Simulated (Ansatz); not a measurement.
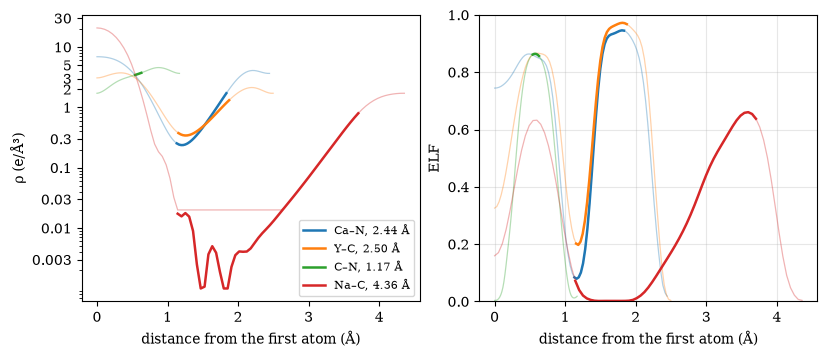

*NaCaYC6N6. Valence charge density (pseudo) and electron localisation function along straight lines between neighbouring atoms. Thin, pale parts lie inside the atomic spheres.*

Space group F-43m; a structure generated by program, which may or may not match a known phase.

Computed with DFT PBE, scalar-relativistic, plane waves, PAW in Ansatz.

In a PAW calculation such maps are meaningful between the atoms, not at the nuclei.

Input file:

```
crystal:
  lattice:
    - [0.0, 6.1094433915, 6.1094433915]
    - [6.1094433915, 0.0, 6.1094433915]
    - [6.1094433915, 6.1094433915, 0.0]
  atoms:
    - { symbol: Na, position: [0.25, 0.25, 0.25] }
    - { symbol: Ca, position: [0.5, 0.5, 0.5] }
    - { symbol: "Y", position: [0.0, 0.0, 0.0] }
    - { symbol: C, position: [0.7957172651, 0.2042827349, 0.2042827349] }
    - { symbol: C, position: [0.7957172651, 0.2042827349, 0.7957172651] }
    - { symbol: C, position: [0.7957172651, 0.7957172651, 0.2042827349] }
    - { symbol: C, position: [0.2042827349, 0.7957172651, 0.7957172651] }
    - { symbol: C, position: [0.2042827349, 0.7957172651, 0.2042827349] }
    - { symbol: C, position: [0.2042827349, 0.2042827349, 0.7957172651] }
    - { symbol: "N", position: [0.7000662805, 0.2999337195, 0.2999337195] }
    - { symbol: "N", position: [0.7000662805, 0.2999337195, 0.7000662805] }
    - { symbol: "N", position: [0.7000662805, 0.7000662805, 0.2999337195] }
    - { symbol: "N", position: [0.2999337195, 0.7000662805, 0.7000662805] }
    - { symbol: "N", position: [0.2999337195, 0.7000662805, 0.2999337195] }
    - { symbol: "N", position: [0.2999337195, 0.2999337195, 0.7000662805] }
basis:
  ecutwfc: 420
kpoints:
  mp_grid: { grid: [4, 4, 4] }
  band_path:
    path:
      - [[0.0, 0.0, 0.0], [-0.5, -0.5, 0.0], [-0.375, -0.375, 0.25]]
      - [[-0.375, 0.0, 0.375], [0.0, 0.0, 0.0], [0.0, 0.0, 0.5], [-0.5, -0.25, 0.25], [-0.5, -0.5, 0.0]]
    npoints: 10
hamiltonian:
  xc: pbe
scf:
  occupations: { method: gaussian, width: 0.02 }
  n_extra_bands: 37
output:
  forces: true
  stress: true
  eigenvalues: true
  populations: true
  dos: { projected: true, de: 0.02, nscf_kmesh: { grid: [6, 6, 6] } }
  bader: false
  write_density: true
  write_potential: true
  elf: true
  volumetric_format: npy
```

Run with:

```sh
ansatz run input.yaml --threads 1 --pin off --max-ram 2560MiB --backend cpu --events-out ev --progress --plain --runs-dir out
```

Below, planes, directions and counts refer to the conventional cell (a = 12.22 Å, b = 12.22 Å, c = 12.22 Å, α = 90.00°, β = 90.00°, γ = 90.00°).

Compare the contacts.

Answer. Ca–N (2.44 Å): the density is about 0.24 e/Å³ at the midpoint; the ELF peaks at about 0.95 in the valence shell of N, 0.6 Å from its nucleus, and is about 0.10 at the midpoint (a closed-shell, largely ionic contact).
Y–C (2.50 Å): ρ is about 0.34 e/Å³ halfway; the ELF peaks at about 1 in the valence shell of C, 0.7 Å from its nucleus, and is about 0.25 at the midpoint: no shared electron pair shows on this line.
C–N (1.17 Å): the density is about 3.6 e/Å³ at the midpoint; the ELF peaks at about 0.85 between the atoms (inside overlapping PAW spheres, so only a guide): a short, multiple covalent bond.
Na–C (4.36 Å): the density is about 0.005 e/Å³ at the midpoint, with its minimum of -0.0003 e/Å³ about 1.5 Å from Na; the ELF is about 0.05 at the midpoint: no localised pair shows between them.
